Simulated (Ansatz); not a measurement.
# ClF₂H₄NSi: a reaction path by the nudged elastic band

What path joins these two structures, and how high does it climb? Both ends were relaxed at PBE0-D4 in triple zeta.

The runs use Ansatz 0.2.0, Gaussian basis; PBE0-D4/def2-SVP.

22 further runs of the same task are left out: 22 set aside as unsound or not needed. Runs told in other sessions of the task aren't counted.

## 1. Where the work starts

The first end: 9 atoms, charge 0, spin multiplicity 1.

Atoms are counted from 1 here; the program's logs count them from 0.

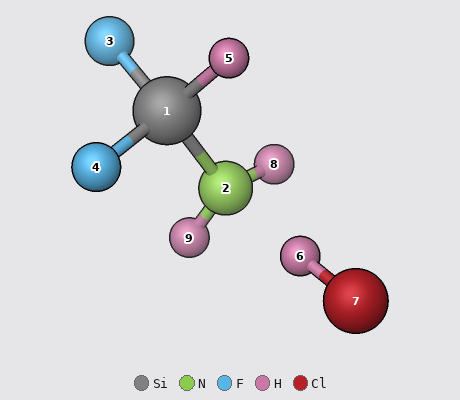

Start geometry, drawn with silicon grey, nitrogen green, fluorine blue, hydrogen pink, chlorine red; atoms are numbered from 1 in the order of the file.

Geometry (Å):

```
Si   -0.7429   -0.7617   -0.4209
N     0.7819   -0.0239   -0.1780
F    -0.7072   -1.9404   -1.4812
F    -1.1480   -1.4110    0.9618
H    -1.7352    0.2209   -0.8694
H     0.5148    1.4728    0.9499
Cl    0.3448    2.5513    1.6758
H     1.2101    0.4424   -0.9667
H     1.4820   -0.5503    0.3287
```

The second end:

```
Si   -0.94504   -0.08815   -0.06378
N     1.12690   -0.00734    0.06124
F    -0.60575   -0.69125   -1.52116
F    -0.75700   -1.05234    1.21594
H    -2.41818   -0.16399   -0.15525
H     1.41528    0.37284    0.95606
Cl   -0.83589    1.98981    0.21666
H     1.50514    0.58076   -0.67326
H     1.51473   -0.94036   -0.03645
```

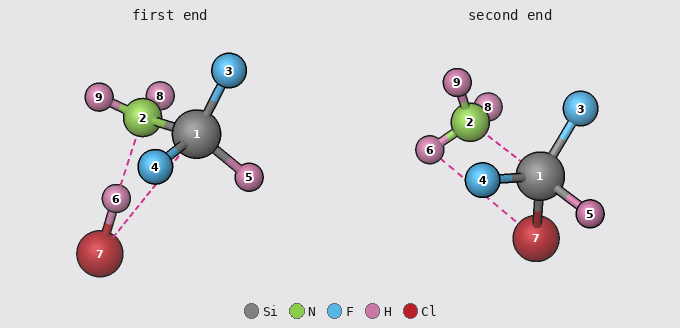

The two ends; dashed lines mark the contacts followed along the path.

## 2. The band at PBE0-D4/def2-SVP

Contents of neb/in.yaml:

```yaml
crystal:
  periodic: [false, false, false]
  atoms:
    - {symbol: Si, position_ang: [-0.742940, -0.761713, -0.420913]}
    - {symbol: N, position_ang: [0.781863, -0.023919, -0.177972]}
    - {symbol: F, position_ang: [-0.707203, -1.940439, -1.481183]}
    - {symbol: F, position_ang: [-1.148023, -1.411004, 0.961777]}
    - {symbol: H, position_ang: [-1.735203, 0.220859, -0.869425]}
    - {symbol: H, position_ang: [0.514807, 1.472797, 0.949888]}
    - {symbol: Cl, position_ang: [0.344833, 2.551305, 1.675773]}
    - {symbol: H, position_ang: [1.210092, 0.442402, -0.966656]}
    - {symbol: H, position_ang: [1.481977, -0.550288, 0.328710]}
basis:
  gaussian: {orbitals: def2-SVP}
hamiltonian: {xc: pbe0, dispersion: d4}
neb:
  images: 5
  climbing: true
  max_iterations: 40
  initial_path: idpp
  final_atoms:
    - {symbol: Si, position_ang: [-0.945038, -0.088146, -0.063785]}
    - {symbol: N, position_ang: [1.126899, -0.007336, 0.061239]}
    - {symbol: F, position_ang: [-0.605753, -0.691249, -1.521161]}
    - {symbol: F, position_ang: [-0.756998, -1.052335, 1.215938]}
    - {symbol: H, position_ang: [-2.418177, -0.163990, -0.155248]}
    - {symbol: H, position_ang: [1.415280, 0.372843, 0.956060]}
    - {symbol: Cl, position_ang: [-0.835894, 1.989812, 0.216661]}
    - {symbol: H, position_ang: [1.505145, 0.580761, -0.673257]}
    - {symbol: H, position_ang: [1.514735, -0.940361, -0.036446]}
```

Command:

```sh
$ ansatz run in.yaml --threads 4 --pin off --events-out ev --progress --plain --max-ram 9574MiB
```

Output, shortened:

```text
Functional definition: PBE0
  name "PBE0"
  cite "Adamo & Barone, J. Chem. Phys. 110, 6158 (1999) doi:10.1063/1.478522"
  cite "Perdew, Burke & Ernzerhof, Phys. Rev. Lett. 77, 3865 (1996) doi:10.1103/PhysRevLett.77.3865"
  parent pbe
[...]
987 factors; integrals over basis functions are off by at most 3.8e-4 eV
[...]
mean field -27367.34340042 eV, -1005.7313197140 hartree, gradient 3.5e-5 eV, S^2 0.000000; 0 other end points of the search recorded, 0 dependent functions left out
[...]
reference -27367.34342344 eV, -1005.7313205597 hartree; 30, 30 occupied and 68, 68 virtual orbitals, 987 factors
[... from here to the last solve, the lines of the solves are left out (133 solves) ...]
WARN: NEB end point (image 0): max|allowed force component| = 9.959e-1 eV/Å (the criterion of neb.relax_end_points is 1.000e-2). That is over neb.f_tol: it is no minimum, so the barrier can be far off. Relax it first
WARN: NEB end point (image 6): max|allowed force component| = 7.448e-1 eV/Å (the criterion of neb.relax_end_points is 1.000e-2). That is over neb.f_tol: it is no minimum, so the barrier can be far off. Relax it first
NEB iter   1: max|band force component| = 4.212e0 eV/Å  barrier→ = 1.9885 eV  barrier← = 2.5057 eV  Δτ_max = 0.2000 Å  (184 SCF iters)
[...]
NEB iter   6: max|band force component| = 5.940e-1 eV/Å  barrier→ = 0.1974 eV  barrier← = 0.7146 eV  Δτ_max = 0.1003 Å  (139 SCF iters)
[...]
NEB iter  11: max|band force component| = 2.203e-1 eV/Å  barrier→ = 0.3458 eV  barrier← = 0.8630 eV  CI = image 2  Δτ_max = 0.0429 Å  (129 SCF iters)
[...]
NEB iter  16: max|band force component| = 5.233e-2 eV/Å  barrier→ = 0.3386 eV  barrier← = 0.8558 eV  CI = image 2  Δτ_max = 0.0146 Å  (135 SCF iters)
[...]
NEB iter  19: max|band force component| = 5.512e-2 eV/Å  barrier→ = 0.3361 eV  barrier← = 0.8533 eV  CI = image 2  Δτ_max = 0.0584 Å  (134 SCF iters)
[...]
NEB iter  20: max|band force component| = 4.070e-2 eV/Å  barrier→ = 0.3355 eV  barrier← = 0.8527 eV  CI = image 2  CI's point: of a kind that is not told: the force calls were inconclusive, a negative curvature could not be distinguished from the path's own, the only one lies far off the [...]
Total energy: -27367.15504024 eV, -1005.7243976048 hartree
Atom 0 at    -0.811122    -0.350639    -0.219219 Å, force     0.000341    -0.002934    -0.000014 eV/Å
Atom 1 at     0.975932    -0.015597    -0.135527 Å, force    -0.004874     0.005306    -0.012330 eV/Å
Atom 2 at    -0.850724    -1.538317    -1.322274 Å, force     0.000774     0.004769    -0.000128 eV/Å
Atom 3 at    -1.195556    -1.088105     1.147488 Å, force    -0.000141    -0.000819     0.001764 eV/Å
Atom 4 at    -1.661308     0.709068    -0.755458 Å, force    -0.000398    -0.000365     0.000977 eV/Å
Atom 5 at     0.823849     0.947815     0.584070 Å, force     0.002401    -0.001833     0.001971 eV/Å
Atom 6 at    -0.199303     1.906978     1.404855 Å, force    -0.000884    -0.001446     0.000808 eV/Å
Atom 7 at     1.421995     0.193475    -1.030723 Å, force     0.003358    -0.006195     0.000134 eV/Å
Atom 8 at     1.496440    -0.764679     0.326786 Å, force    -0.000576     0.003517     0.006817 eV/Å
Dipole moment:     0.656823    -0.459830    -0.706019 e Å
```

Wall time 1.9 min (4 threads of Arm Neoverse V2, shared host).

The last band:

```
image  path (Å)  energy (kJ/mol)  Si1–Cl7 (Å)  N2–H6 (Å)  Si1–N2 (Å)  H6–Cl7 (Å)
    0      0.00              0.0         4.07       1.89        1.71        1.31
    1      0.79             -1.7         3.50       1.81        1.73        1.33
    2      1.58             32.4         2.85       1.21        1.82        1.62
    3      2.36            -13.4         2.28       1.03        1.93        2.16
    4      3.14            -27.0         2.17       1.02        2.01        2.44
    5      3.92            -45.1         2.13       1.02        2.08        2.59
    6      4.70            -49.9         2.10       1.01        2.08        2.87
```

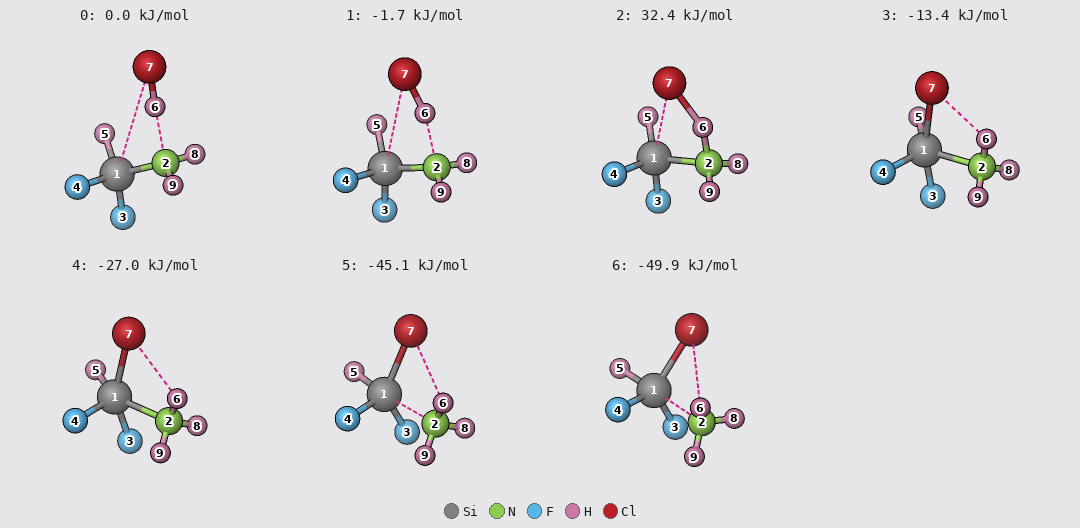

The images of the last band.

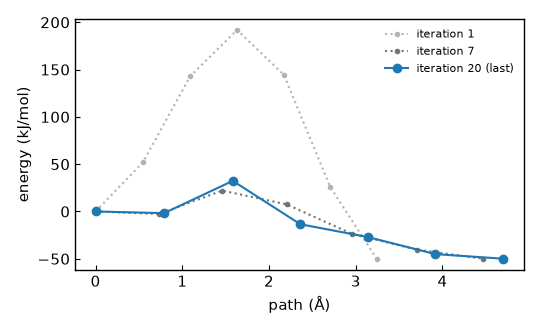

Energy along the path.

The highest image, 2:

```
Si   -0.8111   -0.3506   -0.2192
N     0.9759   -0.0156   -0.1355
F    -0.8507   -1.5383   -1.3223
F    -1.1956   -1.0881    1.1475
H    -1.6613    0.7091   -0.7555
H     0.8238    0.9478    0.5841
Cl   -0.1993    1.9070    1.4049
H     1.4220    0.1935   -1.0307
H     1.4964   -0.7647    0.3268
```

## 3. What came out

| quantity | value |
| --- | --- |
| PBE0-D4/def2-SVP, 20 iterations | highest 32.4 kJ/mol (image 2), last end -49.9 kJ/mol |
| from earlier runs: barrier over the separately found saddle, CCSD(T)/def2-TZVPP | 54.7 kJ/mol |

What this shows: The highest image lies 32.4 kJ/mol above the first end, and it climbed, so it estimates the saddle. The ends are not quite minima at this level (largest force component 1.00 eV/Å), so the heights are unreliable: relaxing the first end would lower it and raise the barrier above it. The highest image is 22.4 kJ/mol below the CCSD(T) barrier in triple zeta, which comes from separate runs on the saddle.
